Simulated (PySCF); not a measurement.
**ReH₃⁺: structure of the quartet**

The task is one start of a wider search on ReH₃⁺: the quartet, from a PBE0 minimum start. It is relaxed, tested by its Hessian and followed downhill if it is a saddle.

Method: PBE, basis Re def2-TZVP with ECP60, H def2-TZVP, scalar-relativistic core potentials, no spin–orbit coupling, density fitting; program: PySCF 2.14.0.

## (1) Where the work starts

4 atoms, charge 1, spin multiplicity 4.

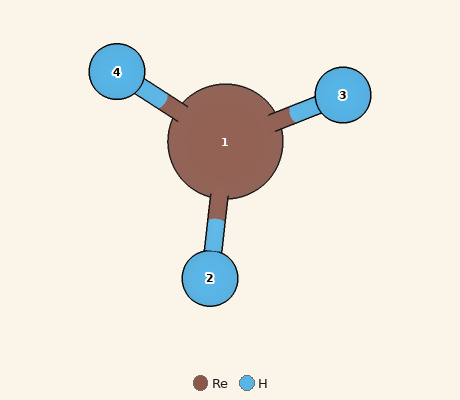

The starting geometry (rhenium brown, hydrogen blue); atoms are numbered from 1 in the order of the file.

```xyz
4
charge 1 multiplicity 4
Re    0.0000    0.0000   -0.0138
H     1.3812    0.0000    0.8524
H    -0.6906    1.1962    0.8524
H    -0.6906   -1.1962    0.8524
```

## (2) First SCF at the start

The steps below are one call of a driver around PySCF. For each, scf.py gives the equivalent set-up of the SCF; relaxations use the driver's own optimiser. After this first run the driver tries any further starts and a stability analysis.

Input file scf.py:

```python
from pyscf import gto, scf, dft
mol = gto.M(atom='''
Re    -0.000000     0.000000    -0.013780
H      1.381230    -0.000030     0.852410
H     -0.690590     1.196200     0.852410
H     -0.690640    -1.196170     0.852410''',
    basis={'Re': 'def2-TZVP', 'H': 'def2-TZVP'},
    ecp={'Re': 'def2-TZVP'},
    charge=1, spin=3)
mf = dft.UKS(mol, xc='PBE')
mf.grids.atom_grid = (50, 194)
aux = {'Re': 'def2-universal-JKFIT', 'H': 'def2-universal-JKFIT'}
mf = mf.density_fit(auxbasis=aux)
mf.conv_tol = 1e-08
mf.diis_space = 10
mf.max_cycle = 60
mf.init_guess = 'minao'
mf.verbose = 4
mf.kernel()
```

The run is started by

```console
> OMP_NUM_THREADS=2 python axn.py task.json out
```

Output:

```text
init E= -61.7983842790133
[... the frontier-level lines of each cycle are left out ...]
cycle= 1 E= -79.5984085069655  delta_E= -17.8  |g|= 0.459  |ddm|= 4.91
cycle= 2 E= -79.0742106466761  delta_E= 0.524  |g|= 1.06  |ddm|= 1.48
cycle= 3 E= -79.7196263297737  delta_E= -0.645  |g|= 0.0245  |ddm|= 1.07
cycle= 4 E= -79.7201633274609  delta_E= -0.000537  |g|= 0.0167  |ddm|= 0.0567
cycle= 5 E= -79.7203277320494  delta_E= -0.000164  |g|= 0.00439  |ddm|= 0.0192
cycle= 6 E= -79.7203568773643  delta_E= -2.91e-05  |g|= 0.00149  |ddm|= 0.0125
cycle= 7 E= -79.7203602811918  delta_E= -3.4e-06  |g|= 0.000154  |ddm|= 0.00457
cycle= 8 E= -79.720360300474  delta_E= -1.93e-08  |g|= 3.62e-05  |ddm|= 0.000306
cycle= 9 E= -79.7203603009644  delta_E= -4.9e-10  |g|= 2.66e-05  |ddm|= 5.9e-05
Extra cycle  E= -79.7203603002482  delta_E= 7.16e-10  |g|= 4.45e-05  |ddm|= 6.66e-05
converged SCF energy = -79.7203603002482  <S^2> = 3.7827839  2S+1 = 4.0163585
```

This step, with its further starts and checks, took 7.9 s on 2 threads of Arm Neoverse V1, shared host.

The starts that the driver tried:

| start | energy (Eh) |
| --- | --- |
| the minimal-basis guess | -79.720360 |
| a thermally smeared density | -79.720360 |
| a smeared PBE density | -79.720360 |

No lower solution of this spin turned up from the other starts or in the test of internal stability.

## (3) PBE0 minimum start, quartet: relaxation

The program finds C3v symmetry in the start, which this walk keeps. Threshold on the gradient: 0.0003 Eh/bohr, with a further test on the energy change.

scf.py, as its differences from that of step 2:

```diff
@@ -3,4 +3,4 @@
-Re    -0.000000     0.000000    -0.013780
-H      1.381230    -0.000030     0.852410
-H     -0.690590     1.196200     0.852410
-H     -0.690640    -1.196170     0.852410''',
+Re    -0.000000    -0.000000    -0.013785
+H      1.381233    -0.000029     0.852405
+H     -0.690591     1.196197     0.852405
+H     -0.690642    -1.196168     0.852405''',
@@ -17 +16,0 @@
-mf.init_guess = 'minao'
```

The optimiser's trace:

| step | energy (Eh) | change (kJ/mol) | largest symmetric gradient (Eh/bohr) |
| --- | --- | --- | --- |
| 0 | -79.720360 | 0.00 | 0.00527 |
| 1 | -79.720454 | -0.25 | 0.00184 |
| 2 | -79.720480 | -0.32 | 0.00068 |
| 3 | -79.720485 | -0.33 | 0.00096 |
| 4 | -79.720507 | -0.39 | 0.00200 |
| 5 | -79.720517 | -0.41 | 0.00145 |
| 6 | -79.720525 | -0.43 | 0.00006 |

The walk took 7.3 s.

Positions (Å) and forces (eV/Å) along the way:

```
step 0
Re   0.000   0.000  -0.014   0.001   0.000  -0.271
H    1.381   0.000   0.852   0.164   0.000   0.089
H   -0.691   1.196   0.852  -0.082   0.142   0.091
H   -0.691  -1.196   0.852  -0.082  -0.142   0.091
step 1
Re   0.000   0.000  -0.015   0.000   0.000  -0.095
H    1.388   0.000   0.853   0.072   0.000   0.030
H   -0.694   1.202   0.853  -0.036   0.063   0.032
H   -0.694  -1.202   0.853  -0.036  -0.063   0.032
step 3
Re   0.000   0.000  -0.011   0.000   0.000   0.049
H    1.397   0.000   0.852  -0.004   0.000  -0.018
H   -0.699   1.210   0.852   0.002  -0.004  -0.016
H   -0.699  -1.210   0.852   0.002   0.004  -0.016
step 6
Re   0.000   0.000   0.027   0.000   0.000  -0.003
H    1.427   0.000   0.839   0.003   0.000   0.000
H   -0.714   1.236   0.839  -0.001   0.003   0.002
H   -0.714  -1.236   0.839  -0.001  -0.003   0.002
```

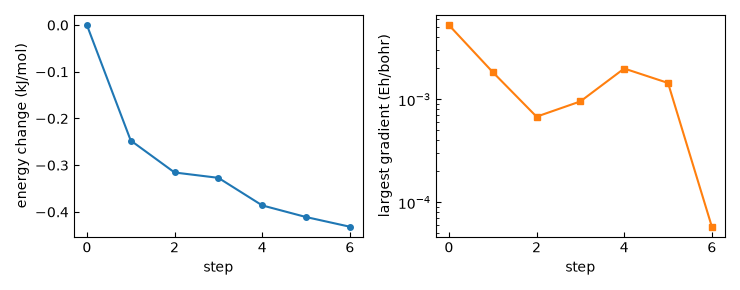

How energy and gradient fall.

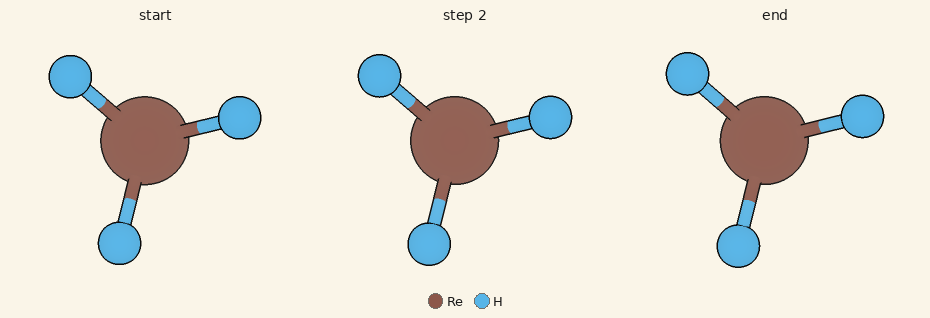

The geometry along the walk, at one scale.

After 6 steps and 0.4 kJ/mol it ends at C3v: Re–H 1.642 Å (×3); H–Re–H 97.7° (×3).

## (4) Is it a minimum? Harmonic modes

On the finer grid the gradient is checked again; gradients at displacements of ±0.02 bohr then give force constants and infrared intensities.

scf.py, as its differences from that of step 3:

```diff
@@ -3,4 +3,4 @@
-Re    -0.000000    -0.000000    -0.013785
-H      1.381233    -0.000029     0.852405
-H     -0.690591     1.196197     0.852405
-H     -0.690642    -1.196168     0.852405''',
+Re     0.000000    -0.000000    -0.012678
+H      1.427552    -0.000030     0.798252
+H     -0.713750     1.236312     0.798252
+H     -0.713803    -1.236281     0.798252''',
@@ -11 +11 @@
-mf.grids.atom_grid = (50, 194)
+mf.grids.atom_grid = (75, 302)
@@ -14 +14 @@
-mf.conv_tol = 1e-08
+mf.conv_tol = 1e-10
```

This SCF starts from the last density.

Log of the central SCF (cycles and frontier levels):

```text
init E= -79.720479342477
[... the frontier-level lines of each cycle are left out ...]
cycle= 1 E= -79.7204793424603  delta_E= 1.67e-11  |g|= 6.06e-06  |ddm|= 7.99e-06
Extra cycle  E= -79.7204793423652  delta_E= 9.51e-11  |g|= 1.44e-05  |ddm|= 1.87e-05
converged SCF energy = -79.7204793423652  <S^2> = 3.7837721  2S+1 = 4.0168506
```

The whole step took 16 s.

Geometry: C3v; Re–H 1.642 Å (×3); H–Re–H 97.7° (×3).

Harmonic modes (main isotopes):

| symmetry | ω (cm⁻¹) | IR (km/mol) |
| --- | --- | --- |
| a1 | 259 | 27.3 |
| e | 328 | 14.4 |
| e | 2115 | 8.8 |
| a1 | 2133 | 13.2 |

No imaginary mode, so this is a minimum.

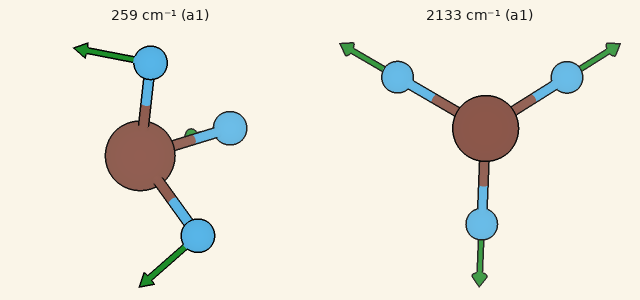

Displacements of 2 of the modes, as arrows (one member where a mode is degenerate).

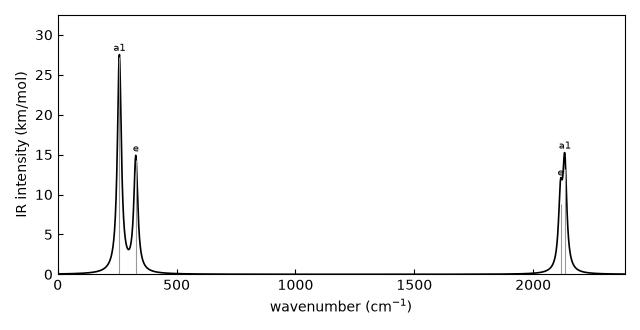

The harmonic infrared spectrum (widths in cm⁻¹). Lines are broadened to a width of 20 cm⁻¹ (Lorentzian).

Constants and moments:

* Dipole moment about the centre of mass: 1.29 D
* Highest occupied level: -13.70 eV
* Lowest empty level: -11.04 eV
* Rotational constants: 3.346, 3.346, 2.736 cm⁻¹
* Zero-point energy: 43.5 kJ/mol
* Principal polarisabilities: 30.1, 34.1, 34.1 bohr³
* Principal traceless quadrupole moments about the centre of mass: -0.06, 0.03, 0.03 D Å
* Entropy at 298.15 K and 1 bar (electronic part: spin only): 263.8 J/(mol K)
* Heat capacity Cp at 298.15 K: 54.2 J/(mol K)
* Enthalpy at 298.15 K above 0 K: 13.19 kJ/mol
* Rotational symmetry number: 3
* Spin squared ⟨S²⟩: 3.784

Populations by atom (charges in e):

| atom | Mulliken | Löwdin | polar tensor | spin (Mulliken) | Mayer order to Re1 |
| --- | --- | --- | --- | --- | --- |
| Re1 | 0.65 | 0.84 | 1.12 | 3.35 | – |
| H2,3,4 | 0.12 | 0.05 | -0.04 | -0.12 | 0.97 |

Mulliken populations on Re1 (outside its core potential): s 2.96, p 6.14, d 5.23, f 0.01.

## (5) Results

```
                                          quantity                                   value
                                           minimum                            quartet, C3v
                                          geometry    Re–H 1.642 Å (×3); H–Re–H 97.7° (×3)
                                wavenumbers (cm⁻¹)  259 (a1), 328 (e), 2115 (e), 2133 (a1)
                    dipole moment (centre of mass)                                  1.29 D
highest occupied, lowest empty level (either spin)                       -13.70, -11.04 eV
                        polar-tensor charge of Re1                                 +1.12 e
                                 zero-point energy                             43.5 kJ/mol
                               entropy at 298.15 K                         263.8 J/(mol K)
                                              ⟨S²⟩                                   3.784
```

**Reading.** The PBE0 minimum start keeps its C3v symmetry and ends in a minimum. The strongest infrared band lies at 259 cm⁻¹ (a1, bend). Most of the spin sits on Re1 (Mulliken spin 3.35, against 3 for the whole molecule). Other starts or spin states, not run here, may lie lower. One determinant may miss the lowest occupation of an open d or f shell. Spin–orbit coupling, left out here, can matter for elements this heavy.

The search up to here took 31 s.
